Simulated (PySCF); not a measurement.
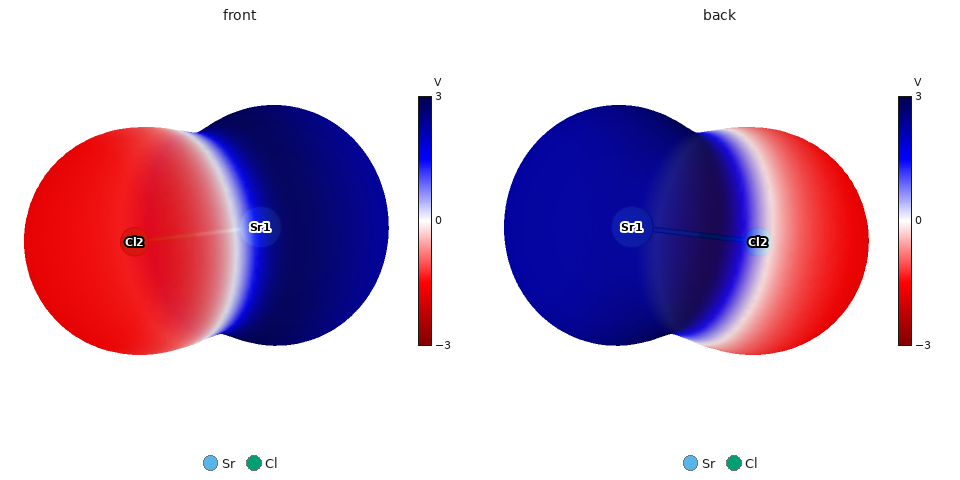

Figure 1: SrCl (doublet). The electrostatic potential painted on the density surface at 0.002 e/bohr³, seen from the front and from behind; red is negative and blue positive.

Core potentials replace the inner electrons of Sr.

The calculation used PBE0/def2-SVP, non-relativistic Hamiltonian with scalar-relativistic core potentials where named, at a bond length of 2.596 Å (PySCF 2.14.0).

```xyz
2

Sr    0.0000    0.0000   -0.7388
Cl    0.0000    0.0000    1.8572
```

Where is the surface potential most negative and most positive?

Answer. The most negative region (about −1.6 V) lies over Cl2, the most positive (about +2.9 V) over Sr1.
